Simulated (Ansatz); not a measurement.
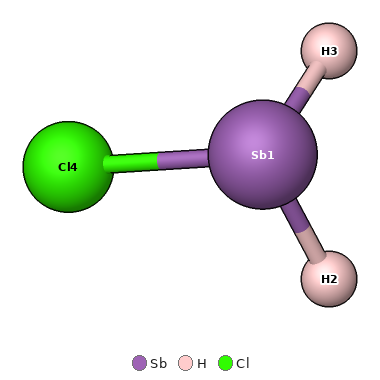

The system is SbH2Cl; the picture shows the reference structure. Coordinates scanned: (1) bond length Sb1–H2; (2) bond length Sb1–H3. Nothing is relaxed (all other coordinates rigid). The grid has 13 × 13 points; 91 points were computed and 78 follow by symmetry. Points are written as (first, second). Energies are in eV, from the lowest grid point. Method: RKS r2SCAN0-D4/def2-TZVP (Ansatz).

Its coordinates:

```xyz
4

Sb    0.0592    0.1144    0.7827
H     1.4844    0.1204   -0.1498
H    -0.5865    1.3659   -0.1753
Cl   -0.9570   -1.6007   -0.4576
```

Range: bond length Sb1–H2 from 1.499 to 2.129 Å; bond length Sb1–H3 from 1.499 to 2.129 Å.

> Predict the map.

The lowest grid point is at (1.709 Å, 1.709 Å). No other kind of well shows on this grid. The highest grid point, (2.129 Å, 2.129 Å), lies 1.53 eV above the lowest. Round the minimum the contours are nearly round: the two directions are equally stiff and uncoupled.

| bond length Sb1–H3 ↓, bond length Sb1–H2 → | 1.499 | 1.551 | 1.604 | 1.656 | 1.709 | 1.761 | 1.814 | 1.866 | 1.919 | 1.971 | 2.024 | 2.076 | 2.129 |
| --- | --- | --- | --- | --- | --- | --- | --- | --- | --- | --- | --- | --- | --- |
| 2.129 | 1.18 | 0.98 | 0.85 | 0.78 | 0.77 | 0.79 | 0.84 | 0.92 | 1.02 | 1.13 | 1.26 | 1.39 | 1.53 |
| 2.076 | 1.04 | 0.84 | 0.71 | 0.64 | 0.63 | 0.65 | 0.70 | 0.78 | 0.88 | 0.99 | 1.12 | 1.25 | 1.39 |
| 2.024 | 0.91 | 0.71 | 0.58 | 0.51 | 0.49 | 0.52 | 0.57 | 0.65 | 0.75 | 0.86 | 0.98 | 1.12 | 1.26 |
| 1.971 | 0.78 | 0.58 | 0.45 | 0.39 | 0.37 | 0.39 | 0.44 | 0.52 | 0.62 | 0.73 | 0.86 | 0.99 | 1.13 |
| 1.919 | 0.67 | 0.47 | 0.34 | 0.27 | 0.25 | 0.28 | 0.33 | 0.41 | 0.51 | 0.62 | 0.75 | 0.88 | 1.02 |
| 1.866 | 0.57 | 0.37 | 0.24 | 0.17 | 0.16 | 0.18 | 0.23 | 0.31 | 0.41 | 0.52 | 0.65 | 0.78 | 0.92 |
| 1.814 | 0.49 | 0.29 | 0.16 | 0.09 | 0.08 | 0.10 | 0.15 | 0.23 | 0.33 | 0.44 | 0.57 | 0.70 | 0.84 |
| 1.761 | 0.43 | 0.23 | 0.11 | 0.04 | 0.02 | 0.04 | 0.10 | 0.18 | 0.28 | 0.39 | 0.52 | 0.65 | 0.79 |
| 1.709 | 0.41 | 0.21 | 0.08 | 0.02 | 0.00 | 0.02 | 0.08 | 0.16 | 0.25 | 0.37 | 0.49 | 0.63 | 0.77 |
| 1.656 | 0.43 | 0.23 | 0.10 | 0.03 | 0.02 | 0.04 | 0.09 | 0.17 | 0.27 | 0.39 | 0.51 | 0.64 | 0.78 |
| 1.604 | 0.49 | 0.29 | 0.17 | 0.10 | 0.08 | 0.11 | 0.16 | 0.24 | 0.34 | 0.45 | 0.58 | 0.71 | 0.85 |
| 1.551 | 0.62 | 0.42 | 0.29 | 0.23 | 0.21 | 0.23 | 0.29 | 0.37 | 0.47 | 0.58 | 0.71 | 0.84 | 0.98 |
| 1.499 | 0.82 | 0.62 | 0.49 | 0.43 | 0.41 | 0.43 | 0.49 | 0.57 | 0.67 | 0.78 | 0.91 | 1.04 | 1.18 |

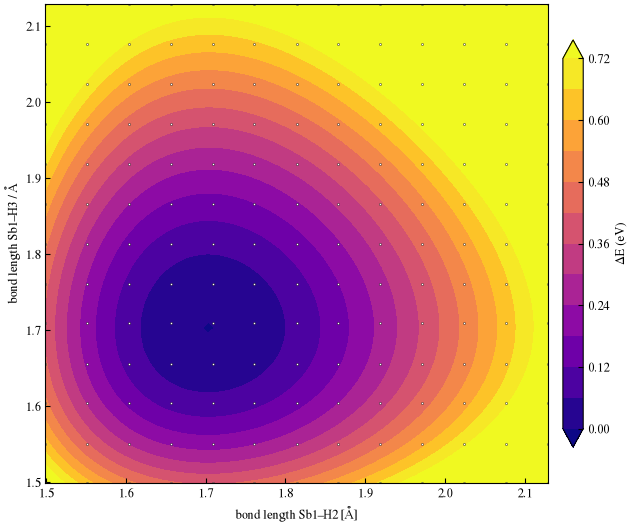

In the figure: filled contours, dots at the grid points, one colour for all values above the top of the scale. Between grid points the surface is interpolated.

Each point was launched as `ansatz run input.yaml --threads 1 --pin off --max-ram 2560MiB --backend cpu --events-out ev --progress --plain --runs-dir out`. Time for the 91 points that were run: 5.9 min on 1 thread of Arm Neoverse V2, on a shared host.
